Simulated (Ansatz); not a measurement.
# HfHF3 + H2O: a complex and its separated parts, part 1 of 2

The complex below is one end of an elementary step. How strongly is it bound against its free parts?

The runs use Ansatz 0.2.0, Gaussian basis; PBE0-D4/def2-TZVP structures, single points in def2-TZVPP, no counterpoise correction.

Levels: SPW92, PBE-D4, BLYP-D4, r2SCAN-D4, B97M-V, PBE0-D4, B3LYP-D4, r2SCAN0-D4, BHLYP-D4, CAM-B3LYP-D4, wB97X-V, wB97M-V, B2PLYP, PBE-QIDH, RPA on PBE, Hartree-Fock, MP2, CCSD, CCSD(T).

Cores are frozen in the correlated methods. Core potentials replace the inner electrons past krypton, and spin-orbit coupling is left out. B3LYP uses VWN-RPA correlation. B2PLYP carries no dispersion term here.

88 further runs of the same task are left out: 88 set aside as unsound or not needed. Runs told in other sessions of the task aren't counted.

## 1. Where the work starts

The complex: 8 atoms, charge 0, spin multiplicity 1.

Atoms are counted from 1 here; the program's logs count them from 0.

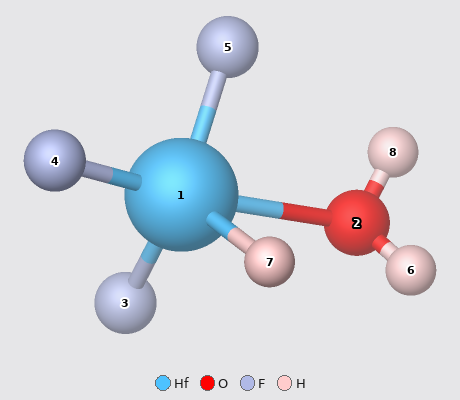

Start geometry, drawn with hafnium blue, oxygen red, fluorine light blue, hydrogen pink; atoms are numbered from 1 in the order of the file.

Geometry (Å):

| atom | x (Å) | y (Å) | z (Å) |
| --- | --- | --- | --- |
| Hf1 | -0.5965 | 0.6578 | 0.1181 |
| O2 | 0.9133 | -1.0359 | -0.5181 |
| F3 | -1.4020 | 0.3617 | -1.5822 |
| F4 | -1.7018 | 1.9718 | 0.9322 |
| F5 | 1.1495 | 1.4646 | 0.2456 |
| H6 | 0.7766 | -1.9139 | -0.1497 |
| H7 | -0.9660 | -0.7276 | 1.3070 |
| H8 | 1.8270 | -0.7785 | -0.3528 |

Its parts: HfHF3 holds atoms 1, 3, 4, 5, 7; H2O holds atoms 2, 6, 8. Each part counts its atoms afresh in its own runs.

## 2. Relaxing HfHF3 alone

Contents of relax-a/in.yaml:

```yaml
crystal:
  periodic: [false, false, false]
  atoms:
    - {symbol: Hf, position_ang: [-0.596475, 0.657795, 0.118055]}
    - {symbol: F, position_ang: [-1.401994, 0.361717, -1.582223]}
    - {symbol: F, position_ang: [-1.701809, 1.971758, 0.932174]}
    - {symbol: F, position_ang: [1.149544, 1.464644, 0.245555]}
    - {symbol: H, position_ang: [-0.966009, -0.727595, 1.307040]}
basis:
  gaussian: {orbitals: def2-TZVP}
hamiltonian: {xc: pbe0, dispersion: d4}
relax: {f_tol: 0.005, max_steps: 200}
```

Run with:

```sh
ansatz run in.yaml --threads 8 --pin off --events-out ev --progress --plain --max-ram 19148MiB
```

What it wrote (excerpt; [...] marks lines left out):

```text
Functional definition: PBE0
  name "PBE0"
  cite "Adamo & Barone, J. Chem. Phys. 110, 6158 (1999) doi:10.1063/1.478522"
  cite "Perdew, Burke & Ernzerhof, Phys. Rev. Lett. 77, 3865 (1996) doi:10.1103/PhysRevLett.77.3865"
  parent pbe
[...]
905 factors; their error is unknown
[...]
mean field -9475.66313008 eV, -348.2241971954 hartree, gradient 3.6e-5 eV, S^2 0.000000; 0 other end points of the search recorded, 0 dependent functions left out
[...]
reference -9475.66316428 eV, -348.2241984523 hartree; 20, 20 occupied and 119, 119 virtual orbitals, 905 factors
[...]
reference -9475.85962785 eV, -348.2314183550 hartree; 20, 20 occupied and 119, 119 virtual orbitals, 905 factors
Total energy: -9475.91508786 eV, -348.2334564729 hartree
Atom 0 at    -0.700199     0.780790     0.180056 Å, force     0.000255     0.000288    -0.000308 eV/Å
Atom 1 at    -1.290639     0.305862    -1.554871 Å, force     0.000189     0.000111     0.000142 eV/Å
Atom 2 at    -1.812198     2.088310     0.978781 Å, force     0.000047    -0.000059     0.000024 eV/Å
Atom 3 at     1.123615     1.288172     0.198658 Å, force    -0.000329     0.000002    -0.000171 eV/Å
Atom 4 at    -0.837321    -0.734814     1.217977 Å, force    -0.000162    -0.000343     0.000313 eV/Å
Dipole moment:    -0.000459    -0.004559     0.003110 e Å
```

Wall time 2.7 s (8 threads of Intel Xeon 6975P-C, shared host).

The steps of the relaxation:

| step | energy from step 1 (eV) | largest force component (eV/Å) |
| --- | --- | --- |
| 1 | 0.0000 | 1.3742 |
| 2 | -0.1583 | 0.7613 |
| 3 | -0.1949 | 0.1924 |
| 4 | -0.1966 | 0.0162 |
| 5 | -0.1966 | 0.0003 |

Distances of close pairs at the start and the end, largest changes first:

| bond | before (Å) | after (Å) | change (Å) |
| --- | --- | --- | --- |
| Hf1–F4 | 1.928 | 1.893 | -0.034 |
| Hf1–H5 | 1.863 | 1.842 | -0.021 |
| Hf1–F2 | 1.905 | 1.893 | -0.011 |
| Hf1–F3 | 1.900 | 1.893 | -0.007 |

## 3. Relaxing H2O alone

Contents of relax-b/in.yaml:

```yaml
crystal:
  periodic: [false, false, false]
  atoms:
    - {symbol: O, position_ang: [0.913286, -1.035906, -0.518102]}
    - {symbol: H, position_ang: [0.776579, -1.913880, -0.149654]}
    - {symbol: H, position_ang: [1.826978, -0.778533, -0.352845]}
basis:
  gaussian: {orbitals: def2-TZVP}
hamiltonian: {xc: pbe0, dispersion: d4}
relax: {f_tol: 0.005, max_steps: 200}
```

Run with:

```sh
ansatz run in.yaml --threads 8 --pin off --events-out ev --progress --plain --max-ram 19148MiB
```

What it wrote (excerpt; [...] marks lines left out):

```text
[... 5 set-up lines as earlier in the session ...]
[...]
239 factors; their error is unknown
[...]
mean field -2078.32555705 eV, -76.3770554819 hartree, gradient 1.3e-5 eV, S^2 0.000000; 0 other end points of the search recorded, 0 dependent functions left out
[...]
reference -2078.33309081 eV, -76.3773323426 hartree; 5, 5 occupied and 38, 38 virtual orbitals, 239 factors
Total energy: -2078.33734664 eV, -76.3774887413 hartree
Atom 0 at     0.904722    -1.028332    -0.524328 Å, force    -0.000011     0.000016    -0.000011 eV/Å
Atom 1 at     0.793427    -1.904355    -0.148845 Å, force    -0.000070    -0.000092     0.000021 eV/Å
Atom 2 at     1.818695    -0.795632    -0.347427 Å, force     0.000080     0.000076    -0.000010 eV/Å
Dipole moment:     0.295969    -0.237211     0.203679 e Å
```

Run time: 0.3 s. Hardware: 8 threads of Intel Xeon 6975P-C, shared host.

The steps of the relaxation:

| step | energy from step 1 (eV) | largest force component (eV/Å) |
| --- | --- | --- |
| 1 | 0.0000 | 0.2948 |
| 2 | -0.0055 | 0.1295 |
| 3 | -0.0075 | 0.0251 |
| 4 | -0.0075 | 0.0001 |

Close pairs (by a distance rule), those that changed most:

| bond | before (Å) | after (Å) | change (Å) |
| --- | --- | --- | --- |
| O1–H3 | 0.964 | 0.960 | -0.004 |
| O1–H2 | 0.962 | 0.960 | -0.002 |

## 4. SPW92/def2-TZVPP

Contents of parta/in.yaml:

```yaml
crystal:
  periodic: [false, false, false]
  atoms:
    - {symbol: Hf, position_ang: [-0.700199, 0.780790, 0.180056]}
    - {symbol: F, position_ang: [-1.290639, 0.305862, -1.554871]}
    - {symbol: F, position_ang: [-1.812198, 2.088310, 0.978781]}
    - {symbol: F, position_ang: [1.123615, 1.288172, 0.198658]}
    - {symbol: H, position_ang: [-0.837321, -0.734814, 1.217977]}
basis:
  gaussian: {orbitals: def2-TZVPP}
hamiltonian: {xc: lda}
```

Contents of partb/in.yaml:

```yaml
crystal:
  periodic: [false, false, false]
  atoms:
    - {symbol: O, position_ang: [0.904722, -1.028332, -0.524328]}
    - {symbol: H, position_ang: [0.793427, -1.904355, -0.148845]}
    - {symbol: H, position_ang: [1.818695, -0.795632, -0.347427]}
basis:
  gaussian: {orbitals: def2-TZVPP}
hamiltonian: {xc: lda}
```

Each run has its own folder and the same command.

Run with:

```sh
ansatz run in.yaml --threads 8 --pin off --events-out ev --progress --plain --max-ram 19148MiB
```

Output in parta (excerpt; [...] marks lines left out):

```text
Functional definition: SPW92
  name "SPW92"
  cite "Dirac, Proc. Camb. Phil. Soc. 26, 376 (1930) doi:10.1017/S0305004100016108"
  cite "Slater, Phys. Rev. 81, 385 (1951) doi:10.1103/PhysRev.81.385"
  cite "Perdew & Wang, Phys. Rev. B 45, 13244 (1992) doi:10.1103/PhysRevB.45.13244"
[...]
885 factors; their error is unknown
[...]
mean field -9429.17721109 eV, -346.5158711816 hartree, gradient 5.5e-5 eV, S^2 0.000000; 0 other end points of the search recorded, 0 dependent functions left out
reference -9429.17725431 eV, -346.5158727701 hartree; 20, 20 occupied and 143, 143 virtual orbitals, 885 factors
Total energy: -9429.17725431 eV, -346.5158727701 hartree
```

Output in partb (excerpt; [...] marks lines left out):

```text
[... 5 set-up lines as earlier in the session ...]
[...]
269 factors; their error is unknown
[...]
mean field -2065.39694254 eV, -75.9019376621 hartree, gradient 5.3e-5 eV, S^2 0.000000; 0 other end points of the search recorded, 0 dependent functions left out
reference -2065.39696138 eV, -75.9019383542 hartree; 5, 5 occupied and 54, 54 virtual orbitals, 269 factors
Total energy: -2065.39696138 eV, -75.9019383542 hartree
```

They took 0.25 s (parta), 0.1 s (partb) on 8 threads of Intel Xeon 6975P-C, shared host.

## 5. PBE-D4/def2-TZVPP

The same edit goes into each in.yaml of step 4 (parta, partb):

```diff
-hamiltonian: {xc: lda}
+hamiltonian: {xc: pbe, dispersion: d4}
```

One command serves all of them, each in its own folder.

Run with:

```sh
ansatz run in.yaml --threads 8 --pin off --events-out ev --progress --plain --max-ram 19148MiB
```

Output in parta (excerpt; [...] marks lines left out):

```text
Functional definition: PBE
  name "PBE"
[... 2 set-up lines as earlier in the session ...]
[...]
885 factors; their error is unknown
[...]
mean field -9477.15131485 eV, -348.2788869768 hartree, gradient 6.9e-5 eV, S^2 0.000000; 0 other end points of the search recorded, 0 dependent functions left out
reference -9477.15136099 eV, -348.2788886725 hartree; 20, 20 occupied and 143, 143 virtual orbitals, 885 factors
Total energy: -9477.21665708 eV, -348.2812882596 hartree
```

Log of partb (excerpt; [...] marks lines left out):

```text
[... 4 set-up lines as earlier in the session ...]
[...]
269 factors; their error is unknown
[...]
mean field -2078.40756922 eV, -76.3800693736 hartree, gradient 4.4e-5 eV, S^2 0.000000; 0 other end points of the search recorded, 0 dependent functions left out
reference -2078.40758969 eV, -76.3800701260 hartree; 5, 5 occupied and 54, 54 virtual orbitals, 269 factors
Total energy: -2078.41290675 eV, -76.3802655241 hartree
```

They took 0.35 s (parta), 0.1 s (partb) on 8 threads of Intel Xeon 6975P-C, shared host.

## 6. BLYP-D4/def2-TZVPP

Each input of step 5 (parta, partb) changes in the same lines:

```diff
-hamiltonian: {xc: pbe, dispersion: d4}
+hamiltonian: {xc: {name: BLYP}, dispersion: d4}
```

One command serves all of them, each in its own folder.

Run with:

```sh
ansatz run in.yaml --threads 8 --pin off --events-out ev --progress --plain --max-ram 19148MiB
```

parta printed (excerpt; [...] marks lines left out):

```text
Functional definition: BLYP
  name "BLYP"
  cite "Becke, Phys. Rev. A 38, 3098 (1988) doi:10.1103/PhysRevA.38.3098"
  cite "Lee, Yang & Parr, Phys. Rev. B 37, 785 (1988) doi:10.1103/PhysRevB.37.785"
[...]
885 factors; their error is unknown
[...]
mean field -9483.39747032 eV, -348.5084289567 hartree, gradient 6.9e-5 eV, S^2 0.000000; 0 other end points of the search recorded, 0 dependent functions left out
reference -9483.39780214 eV, -348.5084411507 hartree; 20, 20 occupied and 143, 143 virtual orbitals, 885 factors
Total energy: -9483.53515982 eV, -348.5134889525 hartree
```

partb printed (excerpt; [...] marks lines left out):

```text
[... 4 set-up lines as earlier in the session ...]
[...]
269 factors; their error is unknown
[...]
mean field -2080.27678371 eV, -76.4487617389 hartree, gradient 8.6e-5 eV, S^2 0.000000; 0 other end points of the search recorded, 0 dependent functions left out
reference -2080.27697325 eV, -76.4487687047 hartree; 5, 5 occupied and 54, 54 virtual orbitals, 269 factors
Total energy: -2080.28981567 eV, -76.4492406547 hartree
```

Wall times: 0.4 s (parta), 0.1 s (partb) on 8 threads of Intel Xeon 6975P-C, shared host.

## 7. r2SCAN-D4/def2-TZVPP

Each input of step 6 (parta, partb) changes in the same lines:

```diff
-hamiltonian: {xc: {name: BLYP}, dispersion: d4}
+hamiltonian: {xc: r2scan, dispersion: d4}
```

Each run has its own folder and the same command.

Run with:

```sh
ansatz run in.yaml --threads 8 --pin off --events-out ev --progress --plain --max-ram 19148MiB
```

parta printed (excerpt; [...] marks lines left out):

```text
Functional definition: r2SCAN
  name "r2SCAN"
  cite "Furness, Kaplan, Ning, Perdew & Sun, J. Phys. Chem. Lett. 11, 8208 (2020) doi:10.1021/acs.jpclett.0c02405"
  cite "Furness, Kaplan, Ning, Perdew & Sun, J. Phys. Chem. Lett. 11, 9248 (2020) doi:10.1021/acs.jpclett.0c03077"
  parent r2scan
[...]
885 factors; their error is unknown
[...]
mean field -9481.64090176 eV, -348.4438762528 hartree, gradient 6.1e-6 eV, S^2 0.000000; 0 other end points of the search recorded, 0 dependent functions left out
reference -9481.64091514 eV, -348.4438767445 hartree; 20, 20 occupied and 143, 143 virtual orbitals, 885 factors
Total energy: -9481.65625806 eV, -348.4444405864 hartree
```

Output in partb (excerpt; [...] marks lines left out):

```text
[... 5 set-up lines as earlier in the session ...]
[...]
269 factors; their error is unknown
[...]
mean field -2079.58114783 eV, -76.4231975922 hartree, gradient 8.5e-5 eV, S^2 0.000000; 0 other end points of the search recorded, 0 dependent functions left out
reference -2079.58115304 eV, -76.4231977834 hartree; 5, 5 occupied and 54, 54 virtual orbitals, 269 factors
Total energy: -2079.58242557 eV, -76.4232445479 hartree
```

Times: 0.7 s (parta), 0.2 s (partb) on 8 threads of Intel Xeon 6975P-C, shared host.

## 8. B97M-V/def2-TZVPP

The same edit goes into each in.yaml of step 7 (parta, partb):

```diff
-hamiltonian: {xc: r2scan, dispersion: d4}
+hamiltonian: {xc: {name: B97M-V}}
```

One command serves all of them, each in its own folder.

Run with:

```sh
ansatz run in.yaml --threads 8 --pin off --events-out ev --progress --plain --max-ram 19148MiB
```

parta printed (excerpt; [...] marks lines left out):

```text
Functional definition: B97M-V
  name "B97M-V"
  cite "Mardirossian & Head-Gordon, J. Chem. Phys. 142, 074111 (2015) doi:10.1063/1.4907719"
  cite "Becke, J. Chem. Phys. 107, 8554 (1997) doi:10.1063/1.475007"
  cite "Vydrov & Van Voorhis, J. Chem. Phys. 133, 244103 (2010) doi:10.1063/1.3521275"
  # Of w^i u^j: cxij and so on, Table III.
[...]
  gx(w, u) = cx00 + cx01*u + cx02*u^2 + (cx10 + cx11*u)*w
[...]
  gos(w, u) = cos00 + cos01*u + cos03*u^3 + cos10*w + cos32*w^3*u^2
[...]
      + integral(e_c_pw_mod_opposite_spin*gos(b97_w_opposite, b97_u_opposite)) + vv10(b, c)
885 factors; their error is unknown
[...]
mean field -9481.63093256 eV, -348.4435098915 hartree, gradient 1.4e-5 eV, S^2 0.000000; 0 other end points of the search recorded, 0 dependent functions left out
reference -9481.63099615 eV, -348.4435122282 hartree; 20, 20 occupied and 143, 143 virtual orbitals, 885 factors
Total energy: -9481.63099615 eV, -348.4435122282 hartree
```

partb printed (excerpt; [...] marks lines left out):

```text
[... 5 set-up lines as earlier in the session ...]
  # Of w^i u^j: cxij and so on, Table III.
[...]
  gx(w, u) = cx00 + cx01*u + cx02*u^2 + (cx10 + cx11*u)*w
[...]
  gos(w, u) = cos00 + cos01*u + cos03*u^3 + cos10*w + cos32*w^3*u^2
[...]
      + integral(e_c_pw_mod_opposite_spin*gos(b97_w_opposite, b97_u_opposite)) + vv10(b, c)
269 factors; their error is unknown
[...]
mean field -2079.93551457 eV, -76.4362203296 hartree, gradient 2.9e-5 eV, S^2 0.000000; 0 other end points of the search recorded, 0 dependent functions left out
reference -2079.93554139 eV, -76.4362213150 hartree; 5, 5 occupied and 54, 54 virtual orbitals, 269 factors
Total energy: -2079.93554139 eV, -76.4362213150 hartree
```

Wall times: 1.1 s (parta), 0.2 s (partb) on 8 threads of Intel Xeon 6975P-C, shared host.

## 9. PBE0-D4/def2-TZVPP

The same edit goes into each in.yaml of step 8 (parta, partb):

```diff
-hamiltonian: {xc: {name: B97M-V}}
+hamiltonian: {xc: pbe0, dispersion: d4}
+output: {orbitals: {seedname: orbitals}}
```

The same command starts each run, in its folder.

Run with:

```sh
ansatz run in.yaml --threads 8 --pin off --events-out ev --progress --plain --max-ram 19148MiB
```

parta printed (excerpt; [...] marks lines left out):

```text
[... 5 set-up lines as earlier in the session ...]
[...]
931 factors; their error is unknown
[...]
mean field -9476.03572190 eV, -348.2378896922 hartree, gradient 8.7e-5 eV, S^2 0.000000; 0 other end points of the search recorded, 0 dependent functions left out
reference -9476.03575462 eV, -348.2378908947 hartree; 20, 20 occupied and 143, 143 virtual orbitals, 931 factors
Total energy: -9476.09121464 eV, -348.2399290126 hartree
```

Output in partb (excerpt; [...] marks lines left out):

```text
[... 5 set-up lines as earlier in the session ...]
[...]
269 factors; their error is unknown
[...]
mean field -2078.42782119 eV, -76.3808136196 hartree, gradient 1.2e-5 eV, S^2 0.000000; 0 other end points of the search recorded, 0 dependent functions left out
reference -2078.42783569 eV, -76.3808141526 hartree; 5, 5 occupied and 54, 54 virtual orbitals, 269 factors
Total energy: -2078.43209151 eV, -76.3809705512 hartree
```

Wall times: 0.45 s (parta), 0.1 s (partb) on 8 threads of Intel Xeon 6975P-C, shared host.

## 10. B3LYP-D4/def2-TZVPP

The same edit goes into each in.yaml of step 9 (parta, partb):

```diff
-hamiltonian: {xc: pbe0, dispersion: d4}
-output: {orbitals: {seedname: orbitals}}
+hamiltonian: {xc: {name: B3LYP}, dispersion: d4}
```

The same command starts each run, in its folder.

Run with:

```sh
ansatz run in.yaml --threads 8 --pin off --events-out ev --progress --plain --max-ram 19148MiB
```

Log of parta (excerpt; [...] marks lines left out):

```text
Functional definition: B3LYP
  name "B3LYP"
  cite "Stephens, Devlin, Chabalowski & Frisch, J. Phys. Chem. 98, 11623 (1994) doi:10.1021/j100096a001"
[... 2 set-up lines as earlier in the session ...]
  cite "Vosko, Wilk & Nusair, Can. J. Phys. 58, 1200 (1980) doi:10.1139/p80-159"
[...]
900 factors; their error is unknown
[...]
mean field -9484.88135999 eV, -348.5629608963 hartree, gradient 3.0e-5 eV, S^2 0.000000; 0 other end points of the search recorded, 0 dependent functions left out
reference -9484.88160306 eV, -348.5629698289 hartree; 20, 20 occupied and 143, 143 virtual orbitals, 900 factors
Total energy: -9484.98696733 eV, -348.5668418943 hartree
```

partb printed (excerpt; [...] marks lines left out):

```text
[... 6 set-up lines as earlier in the session ...]
[...]
269 factors; their error is unknown
[...]
mean field -2080.76395965 eV, -76.4666651245 hartree, gradient 1.1e-5 eV, S^2 0.000000; 0 other end points of the search recorded, 0 dependent functions left out
reference -2080.76409801 eV, -76.4666702092 hartree; 5, 5 occupied and 54, 54 virtual orbitals, 269 factors
Total energy: -2080.77252406 eV, -76.4669798610 hartree
```

Times: 0.45 s (parta), 0.1 s (partb) on 8 threads of Intel Xeon 6975P-C, shared host.

## 11. r2SCAN0-D4/def2-TZVPP

Each input of step 10 (parta, partb) changes in the same lines:

```diff
-hamiltonian: {xc: {name: B3LYP}, dispersion: d4}
+hamiltonian: {xc: {name: r2SCAN0}, dispersion: d4}
```

Each run has its own folder and the same command.

Run with:

```sh
ansatz run in.yaml --threads 8 --pin off --events-out ev --progress --plain --max-ram 19148MiB
```

Log of parta (excerpt; [...] marks lines left out):

```text
Functional definition: r2SCAN0
  name "r2SCAN0"
  cite "Bursch, Neugebauer, Ehlert & Grimme, J. Chem. Phys. 156, 134105 (2022) doi:10.1063/5.0086040"
[... 3 set-up lines as earlier in the session ...]
[...]
931 factors; their error is unknown
[...]
mean field -9479.18674743 eV, -348.3536877446 hartree, gradient 2.2e-5 eV, S^2 0.000000; 0 other end points of the search recorded, 0 dependent functions left out
reference -9479.18675794 eV, -348.3536881307 hartree; 20, 20 occupied and 143, 143 virtual orbitals, 931 factors
Total energy: -9479.20512891 eV, -348.3543632516 hartree
```

partb printed (excerpt; [...] marks lines left out):

```text
[... 6 set-up lines as earlier in the session ...]
[...]
269 factors; their error is unknown
[...]
mean field -2079.27470765 eV, -76.4119361230 hartree, gradient 2.0e-5 eV, S^2 0.000000; 0 other end points of the search recorded, 0 dependent functions left out
reference -2079.27471175 eV, -76.4119362737 hartree; 5, 5 occupied and 54, 54 virtual orbitals, 269 factors
Total energy: -2079.27611590 eV, -76.4119878753 hartree
```

Times: 0.7 s (parta), 0.25 s (partb) on 8 threads of Intel Xeon 6975P-C, shared host.

## 12. BHLYP-D4/def2-TZVPP

The same edit goes into each in.yaml of step 11 (parta, partb):

```diff
-hamiltonian: {xc: {name: r2SCAN0}, dispersion: d4}
+hamiltonian: {xc: {name: BHLYP}, dispersion: d4}
```

One command serves all of them, each in its own folder.

Run with:

```sh
ansatz run in.yaml --threads 8 --pin off --events-out ev --progress --plain --max-ram 19148MiB
```

parta printed (excerpt; [...] marks lines left out):

```text
Functional definition: BHLYP
  name "BHLYP"
  cite "Becke, J. Chem. Phys. 98, 1372 (1993) doi:10.1063/1.464304"
[... 2 set-up lines as earlier in the session ...]
[...]
1035 factors; their error is unknown
[...]
mean field -9478.50733528 eV, -348.3287198087 hartree, gradient 1.3e-5 eV, S^2 0.000000; 0 other end points of the search recorded, 0 dependent functions left out
reference -9478.50749517 eV, -348.3287256845 hartree; 20, 20 occupied and 143, 143 virtual orbitals, 1035 factors
Total energy: -9478.59803736 eV, -348.3320530485 hartree
```

Log of partb (excerpt; [...] marks lines left out):

```text
[... 5 set-up lines as earlier in the session ...]
[...]
295 factors; their error is unknown
[...]
mean field -2079.57890896 eV, -76.4231153150 hartree, gradient 2.0e-5 eV, S^2 0.000000; 0 other end points of the search recorded, 0 dependent functions left out
reference -2079.57899975 eV, -76.4231186516 hartree; 5, 5 occupied and 54, 54 virtual orbitals, 295 factors
Total energy: -2079.58395156 eV, -76.4233006273 hartree
```

They took 0.5 s (parta), 0.15 s (partb) on 8 threads of Intel Xeon 6975P-C, shared host.

(Continued in part 2 of 2.)
